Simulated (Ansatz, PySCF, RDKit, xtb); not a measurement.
# Isomers of AlN2H5, a sample narrowed down, part 2 of 2

Which of a sample of isomers of AlN2H5 is the most stable in the gas at 298.15 K, and what are its properties? The sample is small against all isomers, and the most stable one of this formula need not be in it.

xtb, Ansatz and PySCF; isolated molecules. The steps go on from the part before.

### Step 12. Density, orbitals and dipole (PBE0/def2-TZVPD)

input.yaml reads:

```yaml
crystal:
  periodic: [false, false, false]
  atoms:
    - {symbol: Al, position_ang: [1.696070, -0.860262, -1.833964]}
    - {symbol: "N", position_ang: [2.257740, -1.461418, -3.406796]}
    - {symbol: N, position_ang: [0.184446, -1.460092, -1.122724]}
    - {symbol: H, position_ang: [3.112645, -1.150464, -3.853365]}
    - {symbol: H, position_ang: [1.798035, -2.148531, -3.992607]}
    - {symbol: H, position_ang: [2.552572, 0.222616, -1.057075]}
    - {symbol: H, position_ang: [-0.177528, -1.147921, -0.229132]}
    - {symbol: H, position_ang: [-0.443154, -2.147525, -1.522947]}
basis:
  gaussian:
    orbitals: def2-TZVPD
hamiltonian:
  xc: {name: PBE0}
output:
  forces: true
  orbitals: {seedname: orbitals}
```

Launch:

```console
$ ansatz run input.yaml --threads 2 --pin off --max-ram 5220MiB --events-out events.jsonl --progress --plain --runs-dir runs
```

The log of the run, shortened:

```text
Warning: RAYON_NUM_THREADS=2 ignored (pool sized by the plan → 2); use --threads N
Functional definition: PBE0
  name "PBE0"
[...]
907 factors; their error is unknown
[...]
mean field -9655.24648556 eV, -354.8237637833 hartree, gradient 1.3e-5 eV, S^2 0.000000; 0 other end points of the search recorded, 0 dependent functions left out
[...]
reference -9655.24652415 eV, -354.8237652012 hartree; 16, 16 occupied and 146, 146 virtual orbitals, 907 factors
Total energy: -9655.24652415 eV, -354.8237652012 hartree
Atom 0 at     1.696070    -0.860262    -1.833964 Å, force    -0.020918    -0.026444    -0.018974 eV/Å
Atom 1 at     2.257740    -1.461418    -3.406796 Å, force     0.053766    -0.074150    -0.176935 eV/Å
Atom 2 at     0.184446    -1.460092    -1.122724 Å, force    -0.170918    -0.073884     0.070829 eV/Å
Atom 3 at     3.112645    -1.150464    -3.853365 Å, force    -0.235303    -0.081248     0.129653 eV/Å
Atom 4 at     1.798035    -2.148531    -3.992607 Å, force     0.124528     0.190752     0.166233 eV/Å
Atom 5 at     2.552572     0.222616    -1.057075 Å, force    -0.034976    -0.044250    -0.031764 eV/Å
Atom 6 at    -0.177528    -1.147921    -0.229132 Å, force     0.106334    -0.081736    -0.246559 eV/Å
Atom 7 at    -0.443154    -2.147525    -1.522947 Å, force     0.177487     0.190960     0.107518 eV/Å
Dipole moment:    -0.126567    -0.160025    -0.114802 e Å
```

Wall time 1.4 s (2 threads of Intel Xeon 6975P-C (Granite Rapids), shared host).

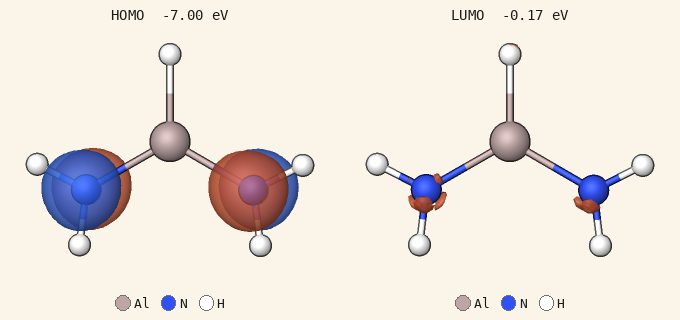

Frontier orbitals of this run, surfaces at ±0.2 Å^-3/2.

### Step 13. Frequencies after a tight-binding relaxation (GFN2-xTB)

start.xyz reads:

```xyz
8
c428b
Al     1.696070    -0.860262    -1.833964
N      2.257740    -1.461418    -3.406796
N      0.184446    -1.460092    -1.122724
H      3.112645    -1.150464    -3.853365
H      1.798035    -2.148531    -3.992607
H      2.552572     0.222616    -1.057075
H     -0.177528    -1.147921    -0.229132
H     -0.443154    -2.147525    -1.522947
```

Launch:

```console
$ xtb start.xyz --gfn 2 --ohess tight
```

The log of the run, shortened:

```text
* xtb version 6.7.1
[...]
          :  # basis functions                  23          :
[...]
          :  # electrons                        18          :
[...]
          :  Hamiltonian                  GFN2-xTB          :
[...]
          :  net charge                          0          :
          :  unpaired electrons                  0          :
[...]
   *** convergence criteria satisfied after 12 iterations ***
[...]
   *** GEOMETRY OPTIMIZATION CONVERGED AFTER 7 ITERATIONS ***
[...]
   *** convergence criteria satisfied after 3 iterations ***
[...]
         ::                     SUMMARY                     ::
         :::::::::::::::::::::::::::::::::::::::::::::::::::::
         :: total energy              -9.497054654252 Eh    ::
         :: gradient norm              0.000201170038 Eh/a0 ::
         :: HOMO-LUMO gap              4.778141426970 eV    ::
         ::.................................................::
         :: SCC energy                -9.609930711798 Eh    ::
         :: -> isotropic ES            0.055481488230 Eh    ::
         :: -> anisotropic ES          0.006344638550 Eh    ::
         :: -> anisotropic XC          0.000756266707 Eh    ::
         :: -> dispersion             -0.002744028135 Eh    ::
         :: repulsion energy           0.112876057546 Eh    ::
         :: add. restraining           0.000000000000 Eh    ::
         :: total charge              -0.000000000000 e     ::
         :::::::::::::::::::::::::::::::::::::::::::::::::::::
[...]
         9        2.0000           -0.3681852             -10.0188 (HOMO)
        10                         -0.1925917              -5.2407 (LUMO)
[...]
     #   Z          covCN         q      C6AA      α(0)
     1  13 Al       2.456     0.299    98.641    20.520
     2   7 N        2.504    -0.414    30.826     8.245
     3   7 N        2.504    -0.414    30.826     8.245
     4   1 H        0.861     0.166     1.296     1.783
     5   1 H        0.861     0.166     1.297     1.784
     6   1 H        0.885    -0.135     6.985     4.137
     7   1 H        0.861     0.166     1.296     1.783
     8   1 H        0.861     0.166     1.297     1.784
[...]
          | TOTAL ENERGY               -9.497054654252 Eh   |
          | TOTAL ENTHALPY             -9.436603324130 Eh   |
          | TOTAL FREE ENERGY          -9.472030395439 Eh   |
          | GRADIENT NORM               0.000201172292 Eh/α |
[...]
```

Run time: 0.083 s. Hardware: 2 threads of Intel Xeon 6975P-C (Granite Rapids), shared host.

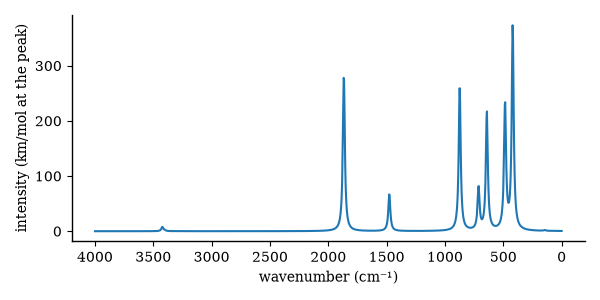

Harmonic infrared spectrum, unscaled, lines broadened by 10 cm⁻¹.

### Step 14. Electronic excitations (TD-PBE0/def2-SVPD)

An in-house driver calls PySCF's response routines at TD-PBE0/def2-SVPD; it has no typed input.

The log of the run:

```text
coarse grid: 6848 points
cycle   1  E = -354.4959004023  dE = -1.717e-02  |g| = 6.097e-01  |ddm| = 4.130e+00
cycle   2  E = -354.3879004626  dE =  1.080e-01  |g| = 9.088e-01  |ddm| = 1.332e+00
cycle   3  E = -354.5799058488  dE = -1.920e-01  |g| = 3.507e-02  |ddm| = 8.078e-01
cycle   4  E = -354.5802675923  dE = -3.617e-04  |g| = 8.293e-03  |ddm| = 6.516e-02
cycle   5  E = -354.5802877740  dE = -2.018e-05  |g| = 1.406e-03  |ddm| = 2.044e-02
cycle   6  E = -354.5802883570  dE = -5.831e-07  |g| = 1.904e-04  |ddm| = 5.071e-03
final grid: 60736 points
cycle   7  E = -354.6192507461  dE = -5.985e-06  |g| = 7.161e-03  |ddm| = 3.026e-02
cycle   8  E = -354.6192364896  dE =  1.426e-05  |g| = 1.078e-02  |ddm| = 1.427e-02
cycle   9  E = -354.6192621978  dE = -2.571e-05  |g| = 7.389e-05  |ddm| = 8.838e-03
cycle  10  E = -354.6192621998  dE = -1.952e-09  |g| = 3.583e-05  |ddm| = 3.314e-04
cycle  11  E = -354.6192622001  dE = -3.454e-10  |g| = 1.358e-05  |ddm| = 6.833e-05
converged SCF energy = -354.6192622001

Static polarisability (au): isotropic 45.320, principal 40.500 45.300 50.159

Singlet excitations
state   eV       nm        f      main configurations
  1   5.7287    216.4   0.00000   H->L 0.97
  2   6.4511    192.2   0.08599   H->L+1 0.98
  3   6.4586    192.0   0.14535   H-1->L 0.80, H->L+2 0.18
  4   6.8941    179.8   0.00028   H->L+2 0.80, H-1->L 0.18
  5   7.0644    175.5   0.05676   H-1->L+1 0.96
  6   7.3774    168.1   0.00000   H->L+3 0.71, H-1->L+2 0.25
  7   7.5373    164.5   0.00000   H-1->L+2 0.69, H->L+3 0.24
  8   7.7191    160.6   0.06574   H-2->L+1 0.85, H-1->L+3 0.12

Triplet excitations (Tamm-Dancoff, eV): 5.4403 5.5523 5.9215
```

It took 4.2 s on 2 threads of Intel Xeon 6975P-C (Granite Rapids), shared host.

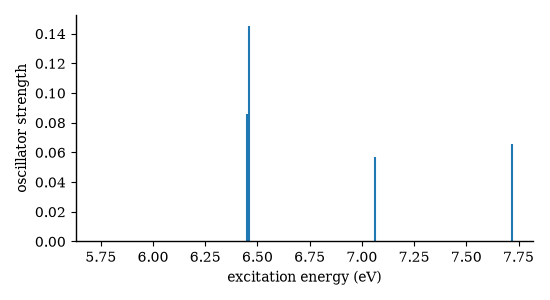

Vertical excitations as sticks.

The roots found:

| excited state | energy (eV) | strength |
| --- | --- | --- |
| 1 | 5.729 | 0.0000 |
| 2 | 6.451 | 0.0860 |
| 3 | 6.459 | 0.1454 |
| 4 | 6.894 | 0.0003 |
| 5 | 7.064 | 0.0568 |
| 6 | 7.377 | 0.0000 |
| 7 | 7.537 | 0.0000 |
| 8 | 7.719 | 0.0657 |

### Step 15. NMR shieldings (GIAO PBE0/pcSseg-1)

An in-house driver calls PySCF's response routines at GIAO PBE0/pcSseg-1; it has no typed input.

The log of the run:

```text
coarse grid: 6848 points
cycle   1  E = -354.6434620533  dE =  1.216e-02  |g| = 6.356e-01  |ddm| = 2.426e+00
cycle   2  E = -354.5480066345  dE =  9.546e-02  |g| = 9.104e-01  |ddm| = 9.228e-01
cycle   3  E = -354.7307107966  dE = -1.827e-01  |g| = 3.581e-02  |ddm| = 5.722e-01
cycle   4  E = -354.7310683042  dE = -3.575e-04  |g| = 8.045e-03  |ddm| = 4.513e-02
cycle   5  E = -354.7310858327  dE = -1.753e-05  |g| = 1.539e-03  |ddm| = 1.087e-02
cycle   6  E = -354.7310863122  dE = -4.795e-07  |g| = 2.005e-04  |ddm| = 1.579e-03
final grid: 60736 points
cycle   7  E = -354.7417824961  dE = -6.889e-06  |g| = 7.388e-03  |ddm| = 1.004e-02
cycle   8  E = -354.7417699343  dE =  1.256e-05  |g| = 1.075e-02  |ddm| = 1.008e-02
cycle   9  E = -354.7417938608  dE = -2.393e-05  |g| = 2.058e-04  |ddm| = 5.986e-03
cycle  10  E = -354.7417938666  dE = -5.817e-09  |g| = 5.170e-05  |ddm| = 2.080e-04
cycle  11  E = -354.7417938670  dE = -3.801e-10  |g| = 1.646e-05  |ddm| = 4.854e-05
converged SCF energy = -354.7417938670

GIAO shielding tensors (ppm)
atom      isotropic    diamagn.    paramagn.     s11        s22        s33       span
  0 Al     399.398     797.108    -397.710    375.824    397.478    424.891     49.067
  1 N      245.119     316.767     -71.648    225.209    231.870    278.278     53.069
  2 N      245.109     318.419     -73.310    225.201    231.853    278.273     53.072
  3 H       30.783      28.260       2.523     24.742     26.288     41.319     16.577
  4 H       30.905      29.165       1.739     24.222     26.905     41.587     17.365
  5 H       27.169      29.840      -2.671     24.012     24.962     32.533      8.521
  6 H       30.783      33.395      -2.612     24.743     26.289     41.319     16.576
  7 H       30.904      31.254      -0.350     24.222     26.905     41.587     17.365
```

It took 2.2 s on 2 threads of Intel Xeon 6975P-C (Granite Rapids), shared host.

Isotropic shieldings (absolute, not shifts):

| atoms | shielding (ppm) |
| --- | --- |
| Al1 | 399.4 |
| N2 | 245.1 |
| N3 | 245.1 |
| H4 | 30.78 |
| H5 | 30.90 |
| H6 | 27.17 |
| H7 | 30.78 |
| H8 | 30.90 |

### Step 16. The cation at the same geometry (PBE0/def2-TZVPD)

Edit input.yaml of step 12 so:

```diff
@@ -4,3 +4,3 @@
     - {symbol: Al, position_ang: [1.696070, -0.860262, -1.833964]}
-    - {symbol: "N", position_ang: [2.257740, -1.461418, -3.406796]}
+    - {symbol: N, position_ang: [2.257740, -1.461418, -3.406796]}
     - {symbol: N, position_ang: [0.184446, -1.460092, -1.122724]}
@@ -14,6 +14,7 @@
     orbitals: def2-TZVPD
+magnetization:
+  spin_polarized: true
+  initial_magnetization: 1
 hamiltonian:
-  xc: {name: PBE0}
-output:
-  forces: true
-  orbitals: {seedname: orbitals}
+  xc: pbe0
+total_charge: 1
```

Launch:

```console
$ ansatz run input.yaml --threads 2 --pin off --max-ram 5220MiB --events-out events.jsonl --progress --plain --runs-dir runs
```

The log of the run:

```text
Warning: RAYON_NUM_THREADS=2 ignored (pool sized by the plan → 2); use --threads N
[... 2 set-up lines as earlier in the session ...]
  parameter a = 0.25
  parameter kappa = 0.804
  parameter beta = 0.06672455060314922
  exchange = (1 - a)*pbe_x(kappa = kappa, mu = beta*pi^2/3) + a*exact_x
  correlation = pbe_c(beta = beta)
907 factors; their error is unknown
mean field evaluation 1: about -9616.8002 eV, gradient 8.4e1 eV
mean field evaluation 2: about -9519.5430 eV, gradient 1.4e2 eV
mean field evaluation 4: about -9643.9831 eV, gradient 1.8e1 eV
mean field evaluation 8: about -9646.1469 eV, gradient 1.2e0 eV
mean field evaluation 16: about -9646.1647 eV, gradient 5.6e-4 eV
mean field -9646.16474144 eV, -354.4900158426 hartree, gradient 3.3e-5 eV, S^2 0.774553; 2 other end points of the search recorded, 0 dependent functions left out
reference -9646.16477387 eV, -354.4900170344 hartree; 16, 15 occupied and 146, 147 virtual orbitals, 907 factors
Total energy: -9646.16477387 eV, -354.4900170344 hartree
```

It took 2.5 s on 2 threads of Intel Xeon 6975P-C (Granite Rapids), shared host.

Difference from the parent: 9.08 eV.

### Step 17. The anion at the same geometry (PBE0/def2-TZVPD)

Edit input.yaml of step 16 so:

```diff
@@ -12,9 +12,6 @@
 basis:
-  gaussian:
-    orbitals: def2-TZVPD
-magnetization:
-  spin_polarized: true
-  initial_magnetization: 1
-hamiltonian:
-  xc: pbe0
-total_charge: 1
+  gaussian: {orbitals: def2-TZVPD}
+total_charge: -1
+magnetization: {spin_polarized: true, initial_magnetization: 1}
+hamiltonian: {xc: pbe0}
+scf: {lower_state_search: "off"}
```

Launch:

```console
$ ansatz run input.yaml --threads 2 --pin off --max-ram 5220MiB --events-out events.jsonl --progress --plain --runs-dir runs
```

The log of the run, shortened:

```text
Warning: RAYON_NUM_THREADS=2 ignored (pool sized by the plan → 2); use --threads N
[... 2 set-up lines as earlier in the session ...]
[...]
907 factors; their error is unknown
[...]
mean field -9654.47656621 eV, -354.7954697689 hartree, gradient 4.9e-6 eV, S^2 0.750458; 0 other end points of the search recorded, 0 dependent functions left out
reference -9654.47659812 eV, -354.7954709418 hartree; 17, 16 occupied and 145, 146 virtual orbitals, 907 factors
Total energy: -9654.47659812 eV, -354.7954709418 hartree
Checks for a lower state left out: stability, starts, cluster_reference, orbital_swaps, neighbouring_geometries, increment
```

It took 1.9 s on 2 threads of Intel Xeon 6975P-C (Granite Rapids), shared host.

Parent less the species with the added electron: -0.77 eV. The extra electron isn't bound at this geometry, so the number measures the basis, not the molecule.

### Step 18. The triplet at the same geometry (PBE0/def2-TZVPD)

Edit input.yaml of step 17 so:

```diff
@@ -13,5 +13,3 @@
   gaussian: {orbitals: def2-TZVPD}
-total_charge: -1
-magnetization: {spin_polarized: true, initial_magnetization: 1}
-hamiltonian: {xc: pbe0}
-scf: {lower_state_search: "off"}
+magnetization: {spin_polarized: true, initial_magnetization: 2}
+hamiltonian: {xc: {name: PBE0}}
```

Launch:

```console
$ ansatz run input.yaml --threads 2 --pin off --max-ram 5220MiB --events-out events.jsonl --progress --plain --runs-dir runs
```

The log of the run, shortened:

```text
Warning: RAYON_NUM_THREADS=2 ignored (pool sized by the plan → 2); use --threads N
[... 7 set-up lines as earlier in the session ...]
907 factors; their error is unknown
mean field evaluation 1: about -9631.2180 eV, gradient 6.4e1 eV
mean field evaluation 2: about -9551.1598 eV, gradient 1.2e2 eV
mean field evaluation 4: about -9646.3404 eV, gradient 2.1e1 eV
mean field evaluation 8: about -9649.8555 eV, gradient 3.0e0 eV
mean field evaluation 16: about -9649.9209 eV, gradient 1.4e-3 eV
mean field evaluation 32: about -9649.9209 eV, gradient 8.4e-5 eV
mean field evaluation 64: about -9649.8669 eV, gradient 4.1e-1 eV
mean field -9649.92085730 eV, -354.6280505544 hartree, gradient 9.5e-7 eV, S^2 2.019487; 5 other end points of the search recorded, 0 dependent functions left out
reference -9649.92090094 eV, -354.6280521583 hartree; 17, 15 occupied and 145, 147 virtual orbitals, 907 factors
Total energy: -9649.92090094 eV, -354.6280521583 hartree
```

It took 19 s on 2 threads of Intel Xeon 6975P-C (Granite Rapids), shared host; peak memory 0.51 GiB.

It lies 5.33 eV above the singlet.

### Step 19. Stability of the closed-shell solution (PBE0/def2-SVP)

Edit start.xyz of step 13 so:

```diff
@@ -1,3 +1,3 @@
 8
-c428b
+
 Al     1.696070    -0.860262    -1.833964
```

job.py reads:

```python
from pyscf import gto, dft

molecule = gto.Mole()
molecule.atom = 'start.xyz'
molecule.verbose = 3
molecule.basis = 'def2-svp'
molecule.max_memory = 3720
molecule.spin = 0
molecule.charge = 0
molecule.build()

ks = dft.RKS(molecule)
ks.xc = 'pbe0'
ks = ks.density_fit(auxbasis='def2-universal-jkfit')
ks.grids.level = 3
ks.max_cycle = 100
ks.kernel()
if not ks.converged:
    ks = ks.newton().run(ks.mo_coeff, ks.mo_occ)

etot = ks.e_tot
print(f'total energy: {etot:.8f} hartree')
mo_i, mo_e, stable_i, stable_e = ks.stability(internal=True, external=True, return_status=True)
print('stable: internal', stable_i, 'external', stable_e)
```

Launch:

```console
$ OMP_NUM_THREADS=2 python job.py
```

The log of the run:

```text
converged SCF energy = -354.597942833525
total energy: -354.59794283 hartree
<class 'pyscf.df.df_jk.DFRKS'> wavefunction is stable in the internal stability analysis
<class 'pyscf.df.df_jk.DFRKS'> wavefunction is stable in the real -> complex stability analysis
<class 'pyscf.df.df_jk.DFRKS'> wavefunction is stable in the RHF/RKS -> UHF/UKS stability analysis
stable: internal True external True
```

It took 23 s on 2 threads of Intel Xeon 6975P-C (Granite Rapids), shared host; peak memory 0.44 GiB.

### Step 20. What came out

This closing draws on all 2 parts.

| quantity | value |
| --- | --- |
| lowest structure found | [NH2][AlH][NH2], singlet, C2v |
| next finalist | N[NH][AlH2], singlet, 64.5 kcal/mol higher in G |
| share at equilibrium, among the finalists | 100.0 % |
| funnel | 3 starts, 2 minima at GFN2-xTB, 4 screening runs, 3 relaxed, 3 ranked |
| CPU time of all runs | 6.1 min |
| harmonic wavenumbers, lowest and highest (PBE0-D4/def2-SVP) | 203 and 3714 cm⁻¹ |
| rotational constants, same geometry | 0.891, 0.1999, 0.1633 cm⁻¹ |
| dipole moment (PBE0/def2-TZVPD) | 1.12 D |
| HOMO energy (PBE0/def2-TZVPD) | -7.00 eV |
| LUMO energy (PBE0/def2-TZVPD) | -0.17 eV |
| HOMO–LUMO gap (PBE0/def2-TZVPD) | 6.83 eV |
| lowest excitation (TD-PBE0/def2-SVPD) | 5.73 eV (f = 0.000) |
| strongest of the states computed, same level | 6.46 eV (f = 0.145) |
| lowest triplet excitation, same level, Tamm-Dancoff | 5.44 eV |
| vertical ionisation energy | 9.08 eV |
| vertical electron affinity | -0.77 eV (unbound: the value depends on the basis) |
| vertical triplet less singlet | +5.33 eV |

What this shows: `[NH2][AlH][NH2]` comes out lowest. The margin of 64.5 kcal/mol over the next finalist is beyond the usual error of the last level; it says nothing of structures that weren't ranked. r2SCAN-D4/def2-SVP, PBE0-D4/def2-SVP, HF/def2-TZVP and MP2/def2-TZVP already put its bonding pattern lowest among the structures in one piece. The largest share of the time went into the vibrations (34 %). The search is not exhaustive (a finite list of starts, one conformer a finalist), so a lower isomer can't be ruled out. Only 2 drawn patterns were tried, so whole families of isomers are missing, and the result ranks this sample alone. The lowest isomer need not be the one that is made and kept in a bottle, which depends on barriers.
